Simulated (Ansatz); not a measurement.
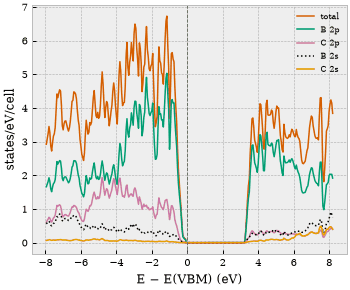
Figure. Total and projected density of states of B₄C in space group Cm (No. 8; Pearson symbol mS30), DFT-r²SCAN in the program Ansatz with PAW potentials

Problem. Which orbitals carry the states next to the gap?

Solution. Top 1 eV of the valence band: B 2p 78 %, C 2p 16 %. Bottom 1 eV of the conduction band: B 2p 78 %, C 2p 9 %, B 2s 8 %. Projections are on Löwdin-orthogonalised atomic valence shells; empty p or d shells of many metals are not among them.

Problem. Where is the tallest occupied peak in this window, and what makes it?

Solution. Near -1.1 eV, about 6.7 states/eV per cell; the largest projected share is B 2p.

The workflow started from a Materials Project entry (that database holds measured and hypothetical structures alike); the Crystallography Open Database copy checked does not list it. Whether it is the stable phase at ambient conditions was not checked. The r²SCAN relaxation kept the symmetry of its start; of distortions, only those at the zone centre were tested.

Potentials: the earlier of the program's two PAW sets.
